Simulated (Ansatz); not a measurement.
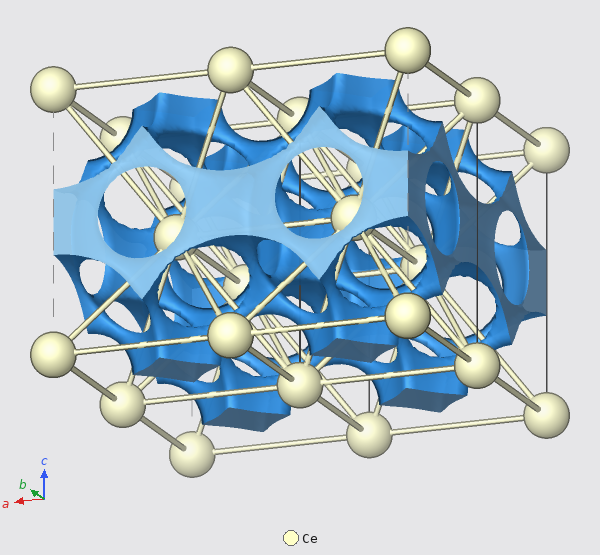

The blue surface encloses the points that the centre of a probe sphere of radius 0.15 Å can occupy in Ce in space group I4/mmm, computed on a grid of about 0.13 Å (2×2×1 cells shown, view from a free direction; pale faces close the region where the box cuts it).

The atoms' radii are touching radii (half the shortest distance): Ce 1.58 Å.

Source of the atomic positions: the input geometry of an electronic-structure calculation (not necessarily at equilibrium).

```cif
data_structure
_symmetry_space_group_name_H-M 'I4/mmm'
_symmetry_Int_Tables_number 139
_cell_length_a 3.1654
_cell_length_b 3.1654
_cell_length_c 4.5979
_cell_angle_alpha 90.000
_cell_angle_beta 90.000
_cell_angle_gamma 90.000
_cell_volume 46.07
loop_
_atom_site_label
_atom_site_type_symbol
_atom_site_symmetry_multiplicity
_atom_site_Wyckoff_symbol
_atom_site_fract_x
_atom_site_fract_y
_atom_site_fract_z
_atom_site_occupancy
Ce1 Ce 2 a 0.00000 0.00000 0.00000 1
```

### Is the space open to the probe made of pockets or channels?

Where they connect, they form a three-dimensional network.

### What share of the cell can the probe's centre reach?

About 10 % of the volume (4.8 Å³ of 46.1 Å³).

### Give the largest included and the largest free sphere.

The largest sphere that fits anywhere has a diameter of 1.31 Å; the largest that can travel through the crystal, about 0.5 Å.

### How does the connectivity change as the probe shrinks?

Below a radius of about 0.26 Å the space forms a three-dimensional network. These are grid estimates, good to about 0.05 Å.
